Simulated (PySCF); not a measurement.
**Run report: Co³⁺, atomic calculation**

- system: Co³⁺, configuration 1s2 2s2 2p6 3s2 3p6 3d6, multiplicity 5.
- method: unrestricted TPSS, x2c-SVPall, spin-free X2C-1e, Gaussian nucleus (PySCF)

The program's output (extracts):
```
damping factor = 0
level_shift factor = 0
DIIS = <class 'pyscf.scf.diis.CDIIS'>
diis_start_cycle = 1
diis_space = 10
diis_damp = 0
SCF conv_tol = 1e-09
SCF conv_tol_grad = None
number electrons alpha = 14  beta = 10
XC functionals = TPSS
    J. Tao, J. P. Perdew, V. N. Staroverov, and G. E. Scuseria.,  Phys. Rev. Lett. 91, 146401 (2003)
    J. P. Perdew, J. Tao, V. N. Staroverov, and G. E. Scuseria.,  J. Chem. Phys. 120, 6898 (2004)
    J. Tao, J. P. Perdew, V. N. Staroverov, and G. E. Scuseria.,  Phys. Rev. Lett. 91, 146401 (2003)
    J. P. Perdew, J. Tao, V. N. Staroverov, and G. E. Scuseria.,  J. Chem. Phys. 120, 6898 (2004)
cycle= 1 E= -1389.03326616207  delta_E= -0.041  |g|= 0.0867  |ddm|= 0.333
cycle= 2 E= -1389.03458540918  delta_E= -0.00132  |g|= 0.052  |ddm|= 0.0696
cycle= 3 E= -1389.03533814337  delta_E= -0.000753  |g|= 0.000362  |ddm|= 0.0266
cycle= 4 E= -1389.03533816884  delta_E= -2.55e-08  |g|= 7.8e-06  |ddm|= 0.000117
cycle= 5 E= -1389.03533816885  delta_E= -1.21e-11  |g|= 4.24e-07  |ddm|= 2.81e-06
converged SCF energy = -1389.03533816885  <S^2> = 6.0010142  2S+1 = 5.0004057
```

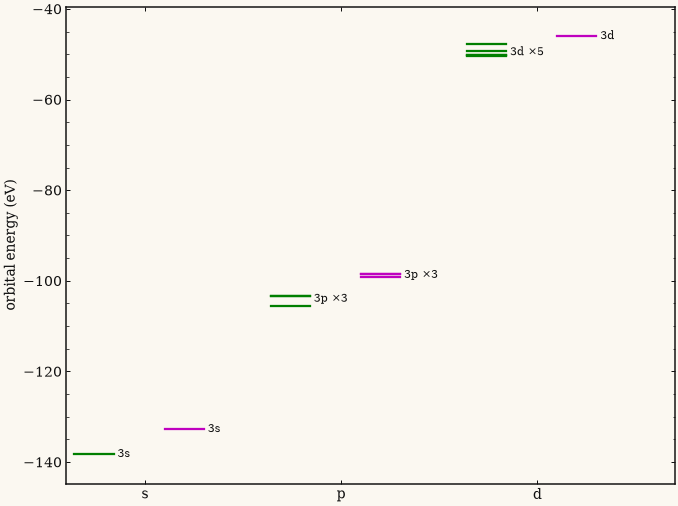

Orbital energies of the mean field, from the top down to −138.3 eV, by angular momentum, α spin at the left of each column and β at the right; ×n counts the orbitals under one label. The highest filled orbital is 3d β at −46.0 eV, the lowest empty one d β at −45.5 eV.

Input file:
```python
from pyscf import gto, scf, dft, mp, cc
import basis_set_exchange as bse
mol = gto.M(atom="Co 0 0 0", charge=3, spin=4, symmetry="D2h",
            basis=gto.basis.parse(bse.get_basis("x2c-SVPall", elements=["Co"], fmt="nwchem", header=False)),
            nucmod="G")
mf = dft.UKS(mol, xc="TPSS").sfx2c1e()
mf.irrep_nelec = {'Ag': (5, 3), 'B1g': (1, 1), 'B2g': (1, 0), 'B3g': (1, 0), 'B1u': (2, 2), 'B2u': (2, 2), 'B3u': (2, 2)}
mf.kernel()
```

The script is an equivalent of what the driver set up; the driver started from orbitals of its own, so the log can be shorter than this script's would be, and it computed the properties (radii, ⟨L²⟩, response) afterwards. It also set what the script leaves out: hgrid = 1.2. It held the occupations shell by shell, which the script's counts by irreducible representation don't always enforce.

The run was one of a batch that the task file lists, launched with:
```bash
OMP_NUM_THREADS=1 python <driver script> TASK.json OUT
```

Outcome:

- outcome: converged
- total energy: −1389.0353 hartree
- ⟨S²⟩: 6.001
- ⟨L²⟩: 6.01
- SCF iterations: 5
- hardware: 1 thread of AMD EPYC, 149 GiB of memory available, shared host

What is odd here:

This input holds a deliberate oddity: grid misses charge; radial grid too coarse. The program ran to the end. Its numbers are those of this setting; this run alone doesn't show how far the oddity moves them.
